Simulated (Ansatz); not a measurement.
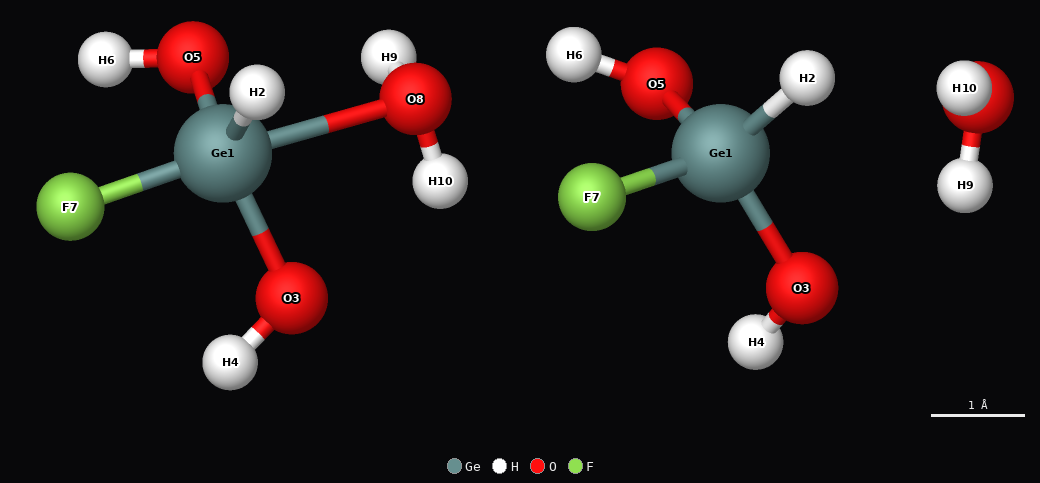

Two geometries of GeH$_{5}$O$_{3}$F, drawn at one scale. One is the start of a relaxation, the other its converged end. The picture is a ball-and-stick view, seen face on.

These are results of Ansatz 0.2.0, RKS r2SCANh-D4/def2-SVP, not measurements. Set-up: no spin polarisation; force threshold 0.03 eV/Å; at most 50 steps.

> Which one is relaxed?

The left one is the relaxed one. The run prepares an end point of a later path (reaction) calculation, from a guessed geometry. The atom that moves furthest after the best rigid fit is H9 (1.56 Å). By element the largest moves are H 1.56 Å, O 0.69 Å, F 0.54 Å, Ge 0.28 Å. Near-neighbour distances that change, for instance: Ge1–O8 2.965 → 2.272 Å, Ge1–F7 1.736 → 1.765 Å, Ge1–O5 1.752 → 1.778 Å, Ge1–H2 1.537 → 1.515 Å. New bonds form, among them: Ge1–O8 (2.96 → 2.27 Å). Among the angles between lasting bonds that change: H2–Ge1–O3 106.5° → 118.5°, O3–Ge1–F7 108.1° → 97.9°, O5–Ge1–F7 103.6° → 97.9°. Groups turn about Ge1–O3 by about 65°, Ge1–O5 by about 20°. Over 23 accepted moves (27 points after the start) the energy falls by 11.5 kcal/mol. The largest force component goes from 0.82 to 0.02 eV/Å. The line search rejected the trial steps at points 3, 7, 10, 18 of the run. The run took 67 s on 4 threads of Arm Neoverse V2, on a shared host, peak memory 0.3 GiB.
